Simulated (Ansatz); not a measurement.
# Cl2FH3HfOSi: molecular dynamics

Purpose: to follow the molecule's vibrations and see whether its bonds hold. The start is relaxed first. Runs: 300 steps of 0.5 fs under a Langevin thermostat at 2000 K.

All numbers below are computed with Ansatz 0.2.0 (RKS BLYP/def2-SVP).

### Step 1. The system as given

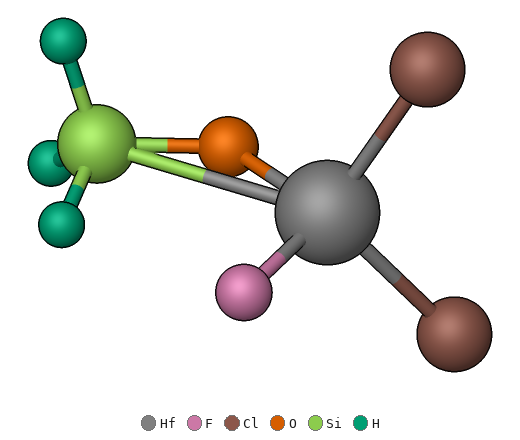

Start, viewed from a chosen angle; hafnium grey, fluorine pink, chlorine brown, oxygen orange, silicon green, hydrogen teal.

As a file:

```xyz
9

Hf    0.0000    0.0000    0.0000
F     0.0000    0.0000    1.9800
Cl    2.3764    0.0000   -0.8392
Cl   -1.1869    2.0563   -0.8392
O    -0.9750   -1.6891   -0.6893
Si   -1.8567   -2.7511    0.2684
H    -1.4471   -2.6052    1.6622
H    -3.2801   -2.4505    0.1462
H    -1.6101   -4.1218   -0.1696
```

### Step 2. Relaxing the start

input.yaml reads:

```yaml
crystal:
  periodic: [false, false, false]
  atoms:
    - { symbol: Hf, position_ang: [0.0, 0.0, 0.0] }
    - { symbol: F, position_ang: [0.0, 0.0, 1.98] }
    - { symbol: Cl, position_ang: [2.3764, 0.0, -0.8392] }
    - { symbol: Cl, position_ang: [-1.1869, 2.0563, -0.8392] }
    - { symbol: O, position_ang: [-0.975, -1.6891, -0.6893] }
    - { symbol: Si, position_ang: [-1.8567, -2.7511, 0.2684] }
    - { symbol: H, position_ang: [-1.4471, -2.6052, 1.6622] }
    - { symbol: H, position_ang: [-3.2801, -2.4505, 0.1462] }
    - { symbol: H, position_ang: [-1.6101, -4.1218, -0.1696] }
basis:
  gaussian: { orbitals: def2-SVP }
hamiltonian:
  xc: blyp
relax:
  f_tol: 0.02
  max_steps: 40
```

Run with:

```
$ ansatz run input.yaml --threads 2 --pin off --max-ram 3072MiB --backend cpu --events-out ev --progress --plain --runs-dir out
```

Standard output, cut to the lines that bear on the results:

```text
Warning: RAYON_NUM_THREADS=2 ignored (pool sized by the plan → 2); use --threads N
[...]
Functional definition: BLYP
[...]
1365 factors; their error is unknown
[...]
mean field -39035.82100239 eV, -1434.5399624080 hartree, gradient 1.4e-5 eV, S^2 0.000000; 0 other end points of the search recorded, 0 dependent functions left out
[...]
reference -39035.82146588 eV, -1434.5399794409 hartree; 40, 40 occupied and 89, 89 virtual orbitals, 1365 factors
relax step   1: F+E_penalty+E_count = -39035.82100239 eV  Δ(F+E_penalty+E_count) = +0.000e0 eV  max|allowed force component| = 2.468e0 eV/Å  Δτ_max = 0.0000 Å  (32 SCF iters, accepted)
[...]
relax step   4: F+E_penalty+E_count = -39036.48931093 eV  Δ(F+E_penalty+E_count) = -3.860e-2 eV  max|allowed force component| = 2.517e-1 eV/Å  Δτ_max = 0.1166 Å  (39 SCF iters, accepted)
[...]
relax step   7: F+E_penalty+E_count = -39036.58331974 eV  Δ(F+E_penalty+E_count) = -1.522e-2 eV  max|allowed force component| = 1.035e-1 eV/Å  Δτ_max = 0.1814 Å  (38 SCF iters, accepted)
[...]
relax step  10: F+E_penalty+E_count = -39036.58717499 eV  Δ(F+E_penalty+E_count) = -7.283e-5 eV  max|allowed force component| = 6.689e-2 eV/Å  Δτ_max = 0.0872 Å  (30 SCF iters, accepted)
[...]
relax step  11: F+E_penalty+E_count = -39036.58777552 eV  Δ(F+E_penalty+E_count) = -6.005e-4 eV  max|allowed force component| = 5.620e-2 eV/Å  Δτ_max = 0.0284 Å  (32 SCF iters, accepted)
[...]
relax step  12: F+E_penalty+E_count = -39036.58798306 eV  Δ(F+E_penalty+E_count) = -2.075e-4 eV  max|allowed force component| = 7.071e-3 eV/Å  Δτ_max = 0.0078 Å  (33 SCF iters, accepted)
1365 factors; their error is unknown
mean field -39036.58798306 eV, -1434.5681484277 hartree, gradient 1.0e-5 eV, S^2 0.000000; 1 other end points of the search recorded, 0 dependent functions left out
[...]
reference -39036.58844972 eV, -1434.5681655772 hartree; 40, 40 occupied and 89, 89 virtual orbitals, 1365 factors
Total energy: -39036.58844972 eV, -1434.5681655772 hartree
Atom 0 at     0.081390     0.174070     0.100556 Å, force     0.000910     0.002606     0.003711 eV/Å
Atom 1 at     0.476864     0.727428     1.897236 Å, force     0.000102    -0.000636    -0.002252 eV/Å
Atom 2 at     2.106671    -0.301427    -1.050887 Å, force     0.001699    -0.000141    -0.001326 eV/Å
Atom 3 at    -1.168626     1.872076    -0.998410 Å, force    -0.000656     0.001559    -0.000964 eV/Å
Atom 4 at    -0.986714    -1.436947     0.200014 Å, force    -0.004696    -0.007071     0.002505 eV/Å
Atom 5 at    -1.921917    -2.847365     0.317978 Å, force     0.002864     0.003113     0.000443 eV/Å
Atom 6 at    -1.921317    -3.313886     1.741378 Å, force    -0.000138     0.001131    -0.001708 eV/Å
Atom 7 at    -3.319914    -2.537506    -0.120819 Å, force     0.000237    -0.000421    -0.000491 eV/Å
Atom 8 at    -1.325937    -3.897844    -0.567546 Å, force    -0.000322    -0.000141     0.000083 eV/Å
Dipole moment:    -0.250977    -0.379030     0.040549 e Å
```

Wall time 55 s (2 threads of Arm Neoverse V1, shared host); peak memory 0.19 GiB.

The steps of the relaxation:

| step | energy from step 1 (eV) | largest force component (eV/Å) |
| --- | --- | --- |
| 1 | 0.0000 | 2.4675 |
| 2 | -0.4633 | 1.5314 |
| 3 | -0.6297 | 0.2498 |
| 4 | -0.6683 | 0.2517 |
| 5 | -0.7059 | 0.2991 |
| 6 | -0.7471 | 0.0739 |
| 7 | -0.7623 | 0.1035 |
| 8x | -0.7549 | 0.2903 |
| 9 | -0.7661 | 0.0186 |
| 10 | -0.7662 | 0.0669 |
| 11 | -0.7668 | 0.0562 |
| 12 | -0.7670 | 0.0071 |

Step 1 is the start. 1 step was tried and not accepted (8; marked x where the table lists them).

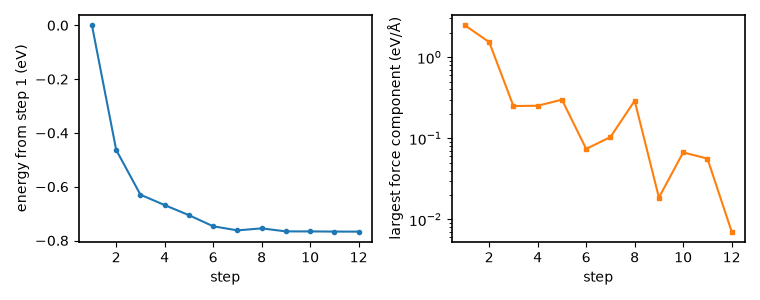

How energy and force went from step to step.

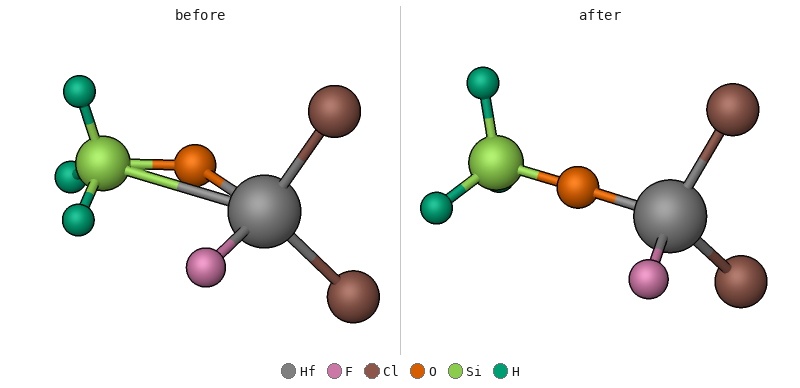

Before and after, at one scale.

After: Bond lengths: Hf1–F2 1.921 Å, Hf1–Cl3 2.378 Å, Hf1–Cl4 2.378 Å, Hf1–O5 1.935 Å, O5–Si6 1.696 Å, Si6–H7 1.498 Å, Si6–H8 1.498 Å, Si6–H9 1.498 Å. Angles: F2–Hf1–Cl3 109.6°, F2–Hf1–Cl4 109.6°, F2–Hf1–O5 107.8°, Cl3–Hf1–Cl4 111.5°, Cl3–Hf1–O5 109.2°, Cl4–Hf1–O5 109.2°, Hf1–O5–Si6 179.0°, O5–Si6–H7 109.0°, O5–Si6–H8 108.8°, O5–Si6–H9 108.8°, H7–Si6–H8 110.1°, H7–Si6–H9 110.1°, H8–Si6–H9 110.1°.

Pairs that crossed the distance rule for bonds on the way: moved apart Hf1–Si6.

### Step 3. Dynamics

300 steps of 0.5 fs under a Langevin thermostat at 2000 K, from the relaxed start.

input.yaml reads:

```yaml
crystal:
  periodic: [false, false, false]
  atoms:
    - { symbol: Hf, position_ang: [0.08139, 0.17407, 0.100556] }
    - { symbol: F, position_ang: [0.476864, 0.727428, 1.897236] }
    - { symbol: Cl, position_ang: [2.106671, -0.301427, -1.050887] }
    - { symbol: Cl, position_ang: [-1.168626, 1.872076, -0.99841] }
    - { symbol: O, position_ang: [-0.986714, -1.436947, 0.200014] }
    - { symbol: Si, position_ang: [-1.921917, -2.847365, 0.317978] }
    - { symbol: H, position_ang: [-1.921317, -3.313886, 1.741378] }
    - { symbol: H, position_ang: [-3.319914, -2.537506, -0.120819] }
    - { symbol: H, position_ang: [-1.325937, -3.897844, -0.567546] }
basis:
  gaussian: { orbitals: def2-SVP }
hamiltonian:
  xc: blyp
md:
  timestep: 0.5
  n_steps: 300
  ensemble: nvt_langevin
  temperature: 2000.0
  initial_velocities: maxwell_boltzmann
  seed: 366799
  friction: 0.05
```

Run with:

```
$ ansatz run input.yaml --threads 2 --pin off --max-ram 3072MiB --backend cpu --events-out ev --progress --plain --runs-dir out
```

Standard output, cut to the lines that bear on the results:

```text
Warning: RAYON_NUM_THREADS=2 ignored (pool sized by the plan → 2); use --threads N
[...]
Functional definition: BLYP
[...]
1365 factors; their error is unknown
[...]
mean field -39036.58796058 eV, -1434.5681476018 hartree, gradient 2.6e-5 eV, S^2 0.000000; 0 other end points of the search recorded, 0 dependent functions left out
[...]
reference -39036.58843038 eV, -1434.5681648666 hartree; 40, 40 occupied and 89, 89 virtual orbitals, 1365 factors
md step     0: t =     0.00 fs  T =  1777.8 K  F+E_penalty+E_count = -39036.58796058 eV  E_kin = 2.068160 eV  (30 SCF iters)
[...]
md step    22: t =    11.00 fs  T =  2339.9 K  F+E_penalty+E_count = -39035.56794118 eV  E_kin = 2.722048 eV  (33 SCF iters)
[...]
md step    44: t =    22.00 fs  T =  1548.5 K  F+E_penalty+E_count = -39035.88416159 eV  E_kin = 1.801462 eV  (33 SCF iters)
[...]
md step    66: t =    33.00 fs  T =  1794.3 K  F+E_penalty+E_count = -39035.37795218 eV  E_kin = 2.087347 eV  (33 SCF iters)
[...]
md step    87: t =    43.50 fs  T =  1583.2 K  F+E_penalty+E_count = -39035.21557861 eV  E_kin = 1.841780 eV  (31 SCF iters)
md step    88: t =    44.00 fs  T =  1805.7 K  F+E_penalty+E_count = -39035.17546706 eV  E_kin = 2.100675 eV  (32 SCF iters)
```

### Step 4. The log goes on: dynamics from the start

The log, continued, cut to the lines that bear on the results:

```text
md step    89: t =    44.50 fs  T =  1922.4 K  F+E_penalty+E_count = -39035.14747174 eV  E_kin = 2.236438 eV  (32 SCF iters)
[...]
md step   118: t =    59.00 fs  T =  2416.8 K  F+E_penalty+E_count = -39035.08000846 eV  E_kin = 2.811540 eV  (33 SCF iters)
[...]
md step   147: t =    73.50 fs  T =  1940.5 K  F+E_penalty+E_count = -39034.74442705 eV  E_kin = 2.257491 eV  (33 SCF iters)
[...]
md step   176: t =    88.00 fs  T =  2021.0 K  F+E_penalty+E_count = -39034.88389687 eV  E_kin = 2.351093 eV  (33 SCF iters)
[...]
md step   205: t =   102.50 fs  T =  1680.6 K  F+E_penalty+E_count = -39034.91192647 eV  E_kin = 1.955058 eV  (34 SCF iters)
md step   206: t =   103.00 fs  T =  1936.6 K  F+E_penalty+E_count = -39034.89214632 eV  E_kin = 2.252885 eV  (34 SCF iters)
```

### Step 5. The log goes on: dynamics from the start

Output, continued, cut to the lines that bear on the results:

```text
md step   207: t =   103.50 fs  T =  1970.4 K  F+E_penalty+E_count = -39034.88273215 eV  E_kin = 2.292206 eV  (34 SCF iters)
[...]
md step   230: t =   115.00 fs  T =  1861.8 K  F+E_penalty+E_count = -39034.78542320 eV  E_kin = 2.165929 eV  (34 SCF iters)
[...]
md step   253: t =   126.50 fs  T =  1409.4 K  F+E_penalty+E_count = -39034.58159568 eV  E_kin = 1.639559 eV  (34 SCF iters)
[...]
md step   276: t =   138.00 fs  T =  1882.5 K  F+E_penalty+E_count = -39034.99556053 eV  E_kin = 2.190037 eV  (33 SCF iters)
[...]
md step   299: t =   149.50 fs  T =  2977.8 K  F+E_penalty+E_count = -39035.27060366 eV  E_kin = 3.464188 eV  (32 SCF iters)
[...]
md step   300: t =   150.00 fs  T =  2528.1 K  F+E_penalty+E_count = -39035.24019516 eV  E_kin = 2.940992 eV  (32 SCF iters)
Total energy: -39035.24066061 eV, -1434.5186352409 hartree
Atom 0 at     0.037156     0.229268     0.292673 Å, force    -3.062058     0.656727     1.073055 eV/Å
Atom 1 at    -0.179248     1.308671     1.984053 Å, force     0.625987    -1.445286    -1.163274 eV/Å
Atom 2 at     2.084256     0.377062    -0.799921 Å, force     0.840303     0.002890    -0.316243 eV/Å
Atom 3 at    -1.581506     1.699974    -0.787234 Å, force     0.647296    -0.604032    -0.012657 eV/Å
Atom 4 at    -0.811472    -1.561445     0.109362 Å, force     0.391855    -1.002698    -0.088761 eV/Å
Atom 5 at    -1.377452    -3.330860    -0.101005 Å, force     2.936371     3.839302     2.131058 eV/Å
Atom 6 at    -0.880595    -3.907130     1.192842 Å, force     0.541599    -0.627096    -0.521786 eV/Å
Atom 7 at    -2.694490    -3.209334     0.191641 Å, force    -3.458023     0.020432     0.154317 eV/Å
Atom 8 at    -1.059797    -3.663598    -1.440977 Å, force     0.536671    -0.840239    -1.255708 eV/Å
Dipole moment:     0.054404    -1.098899    -0.074561 e Å
```

It took 18 min on 2 threads of Arm Neoverse V1, shared host; peak memory 0.19 GiB.

### Step 6. Frames and traces

One step in 16; energies are changes from step 0:

| time (fs) | T (K) | potential energy change (meV/atom) |
| --- | --- | --- |
| 0.0 | 1778 | 0.0 |
| 8.0 | 2475 | 88.4 |
| 16.0 | 2337 | 102.2 |
| 24.0 | 1813 | 85.5 |
| 32.0 | 2049 | 126.0 |
| 40.0 | 2523 | 96.2 |
| 48.0 | 2133 | 159.0 |
| 56.0 | 1982 | 142.3 |
| 64.0 | 1946 | 172.4 |
| 72.0 | 1987 | 207.1 |
| 80.0 | 1556 | 219.1 |
| 88.0 | 2021 | 189.3 |
| 96.0 | 2313 | 155.0 |
| 104.0 | 1905 | 188.6 |
| 112.0 | 1581 | 182.1 |
| 120.0 | 1105 | 250.3 |
| 128.0 | 1590 | 202.6 |
| 136.0 | 2321 | 171.2 |
| 144.0 | 2030 | 155.2 |
| 150.0 | 2528 | 149.8 |

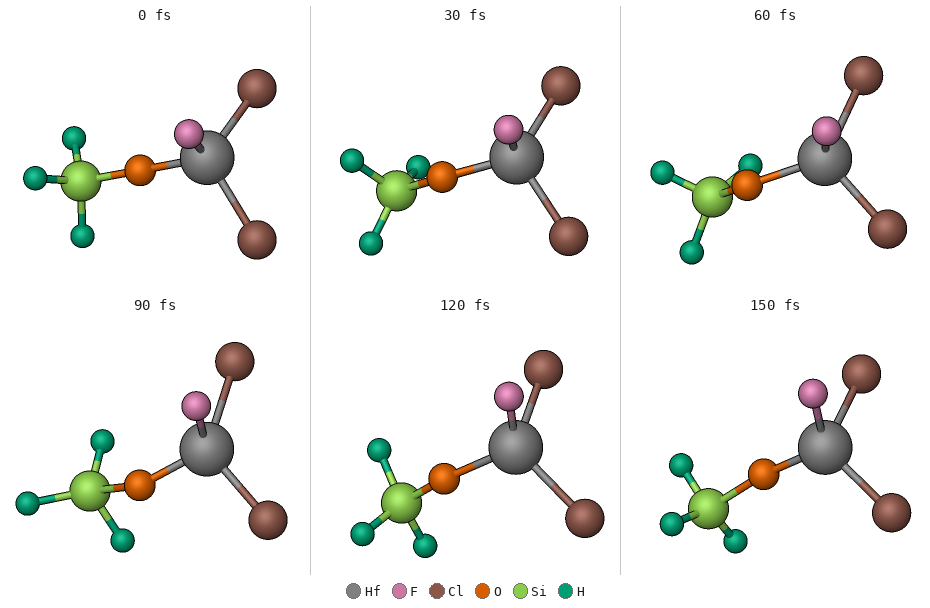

The system at six times, viewed from a chosen angle. Sticks join atoms within a bonding distance in each frame.

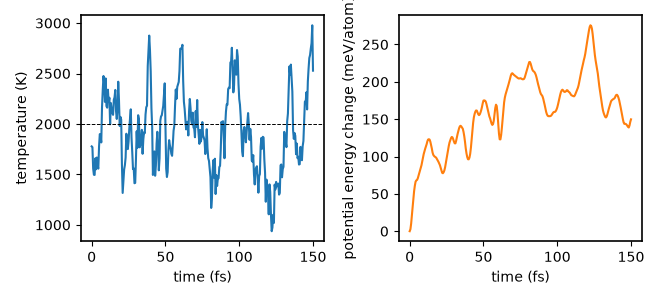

Traces against time; each panel has its own scale. The dashed line is the set temperature.

### Step 7. Frames from the trajectory

Positions (Å) and forces (eV/Å):

```xyz
9
time_fs=19.0 T=1980 dE=0.8540
Hf    0.026    0.098    0.073    1.177    1.190   -1.806
F     0.367    0.845    1.717    0.526    0.934    2.184
Cl    2.160   -0.335   -0.875    0.122   -0.029   -0.216
Cl   -1.254    1.813   -0.917   -0.434    0.177   -0.439
O    -0.742   -1.537    0.549   -0.460   -2.364    0.120
Si   -1.704   -2.905    0.337   -3.319    0.774    1.384
H    -2.579   -3.016    1.758    1.356   -0.319   -1.565
H    -2.814   -2.342   -0.585    0.546   -0.551    0.102
H    -1.208   -4.194   -0.242    0.487    0.188    0.236
9
time_fs=37.5 T=2181 dE=1.0771
Hf    0.027    0.011    0.093    0.398   -0.305    2.087
F     0.499    0.835    1.782   -0.190   -0.279   -0.671
Cl    2.147   -0.238   -0.917    0.072   -0.105   -0.305
Cl   -1.378    1.649   -0.865   -0.316    0.010   -0.328
O    -0.705   -1.723    0.763    0.588    1.016   -1.651
Si   -1.625   -3.061    0.231    0.669   -0.222   -0.535
H    -2.413   -2.977    1.545   -0.556   -0.939   -0.911
H    -2.285   -2.760   -1.305    0.549   -0.390    2.060
H    -0.629   -4.342    0.042   -1.213    1.214    0.255
9
time_fs=56.0 T=1982 dE=1.2807
Hf    0.061   -0.005    0.121   -1.089    0.391    0.362
F     0.607    0.928    1.677   -0.030   -0.145    0.353
Cl    2.160   -0.020   -0.959   -0.031   -0.233   -0.299
Cl   -1.481    1.768   -0.731    0.729   -1.202    0.249
O    -0.641   -1.808    0.734    0.797   -0.076   -0.727
Si   -1.571   -3.066   -0.004   -0.540    0.623   -1.354
H    -2.767   -3.324    0.776   -0.356   -0.566    1.042
H    -2.285   -2.130   -0.991    0.400   -0.665   -0.544
H    -1.118   -4.512   -0.681    0.119    1.872    0.917
9
time_fs=75.0 T=2019 dE=1.8434
Hf    0.073    0.097    0.115   -1.430   -0.398   -1.644
F     0.416    0.947    1.710    0.554    0.754    2.132
Cl    2.163    0.112   -0.975    0.233    0.025   -0.305
Cl   -1.649    1.779   -0.630    0.793   -1.127    0.097
O    -0.348   -1.787    0.504   -2.730   -1.308   -0.431
Si   -1.712   -3.053   -0.159    4.274    1.213   -1.671
H    -2.658   -4.079    0.339    0.003    0.143    1.110
H    -2.421   -2.141   -1.060   -0.593    0.352   -0.147
H    -0.642   -3.814   -1.071   -1.105    0.346    0.859
9
time_fs=94.0 T=2608 dE=1.3861
Hf    0.094    0.185    0.109   -1.488    0.718    2.493
F     0.092    1.205    1.860    0.465   -1.546   -1.692
Cl    2.261    0.172   -0.859   -0.007    0.130   -0.147
Cl   -1.702    1.765   -0.593    0.828   -1.033   -0.287
O    -0.405   -1.729    0.379   -1.462   -0.442   -0.762
Si   -1.619   -3.095   -0.169    2.414    1.830    0.294
H    -1.822   -4.263    0.914    0.192    1.210   -1.048
H    -2.773   -2.180   -0.496   -0.222   -0.646    0.175
H    -0.888   -3.486   -1.502   -0.721   -0.222    0.975
9
time_fs=112.5 T=1460 dE=1.6606
Hf    0.090    0.224    0.135   -1.436   -1.844    0.267
F    -0.110    1.378    1.674    1.006   -1.069    0.309
Cl    2.284    0.309   -0.953   -0.980    0.050    0.449
Cl   -1.614    1.686   -0.607    0.002   -0.336   -1.069
O    -0.757   -1.818    0.176    1.969    4.371   -0.398
Si   -1.519   -3.163   -0.360   -0.865   -3.063    1.445
H    -1.221   -4.217    0.830    0.034    0.625   -1.280
H    -3.020   -3.122   -0.187    0.058    0.464   -0.378
H    -1.250   -3.846   -1.738    0.212    0.802    0.656
9
time_fs=131.0 T=1860 dE=1.4561
Hf    0.082    0.259    0.189   -1.031   -2.867   -2.808
F    -0.192    1.332    1.662    0.602    0.780    3.040
Cl    2.182    0.422   -1.049   -0.463   -0.001    0.436
Cl   -1.589    1.685   -0.643   -0.347    0.086   -1.153
O    -0.806   -1.571    0.038    0.271   -0.932    0.231
Si   -1.454   -3.328   -0.321    1.347    3.996   -0.621
H    -0.879   -4.277    0.661   -0.160   -0.178    0.219
H    -2.940   -3.074   -0.365    0.216   -0.510    0.139
H    -0.835   -3.497   -1.713   -0.435   -0.374    0.518
9
time_fs=150.0 T=2528 dE=1.3478
Hf    0.037    0.229    0.293   -3.062    0.657    1.073
F    -0.179    1.309    1.984    0.626   -1.445   -1.163
Cl    2.084    0.377   -0.800    0.840    0.003   -0.316
Cl   -1.581    1.700   -0.787    0.647   -0.604   -0.013
O    -0.811   -1.561    0.109    0.392   -1.003   -0.089
Si   -1.377   -3.331   -0.101    2.936    3.839    2.131
H    -0.881   -3.907    1.193    0.542   -0.627   -0.522
H    -2.695   -3.209    0.192   -3.458    0.020    0.154
H    -1.060   -3.664   -1.441    0.537   -0.840   -1.256
```

### Step 8. Outcome

```
                        quantity                            value
         relaxation of the start         10 moves, 0.767 eV lower
                          length              300 steps of 0.5 fs
temperature, first and last step                  1778 and 2528 K
        temperature, second half  mean 1850 K, from 937 to 2978 K
   potential energy, second half     +189 meV/atom from the start
          bonds formed or broken                                0
```

What this shows: Against a set 2000 K the second half averages 1850 K with a spread of 437 K. The bonding pattern survives the run. A run of 150 fs with 9 atoms shows the motion but fixes no equilibrium value. The nuclei move classically, without zero-point motion, which matters most for hydrogen.
